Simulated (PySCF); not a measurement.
# NNdO3 (Nd(NO3)2+): the cost of one run

Computed with PySCF 2.14.0. Level: PBE, Nd lcecp-1-SVP with ECP49, O def2-SVP, N def2-SVP; scalar-relativistic core potentials, no spin–orbit coupling.

3 further runs of the same task are left out: 2 for a known fault of the program, 1 that didn't finish.

### Step 1. Where the work starts

5 atoms, charge 2, spin multiplicity 1.

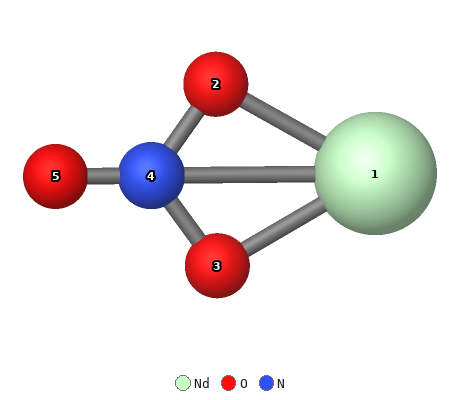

The geometry (neodymium light green, oxygen red, nitrogen blue); atoms are numbered from 1 in the order of the file.

Coordinates:

```xyz
5
charge 2, multiplicity 1
Nd    0.00000    0.00000   -0.63672
O     1.09236    0.00000    1.28726
O    -1.09236    0.00000    1.28726
N     0.00000    0.00000    2.07756
O     0.00000    0.00000    3.23909
```

Formal oxidation states: Nd +3. Each metal's 3 4f electrons lie in its core potential, so multiplicities, spins and levels count the valence alone. An earlier session relaxed this geometry at PBE, Nd lcecp-1-SVP with ECP49, O def2-SVP, N def2-SVP (singlet, point group C2v).

Its energy there is -313.135578 Eh.

### Step 2. Atoms moved at random, σ = 0.15 Å

run.py (the lines that set the calculation) reads:

```python
mol = gto.M(atom='''
Nd    -0.01880     0.02864    -0.59402
O      1.07075    -0.07535     1.15899
O     -0.95474     0.07221     1.13490
N      0.09163     0.12440     2.20154
O     -0.18883    -0.14989     3.35306''',
    basis={'Nd': 'lcecp-1-SVP', 'O': 'def2-SVP', 'N': 'def2-SVP'},
    ecp={'Nd': 'lcecp-1-SVP'},
    charge=2, spin=0)
mf = dft.RKS(mol, xc='PBE')
mf.grids.atom_grid = (50, 194)  # f atoms: unpruned, at least (60, 302)
mf = mf.density_fit()  # fitting sets: Nd AutoAux, O def2-universal-JKFIT, N def2-universal-JKFIT
mf.conv_tol = 1e-08; mf.max_cycle = 55
mf.kernel(dm0)  # dm0: the density of the relaxed state
```

Started as:

```console
$ OMP_NUM_THREADS=2 python run.py
```

**Question.** How long does this run take on 2 threads of Intel Xeon Platinum 8488C (Sapphire Rapids), shared host?

About 3.9 s.
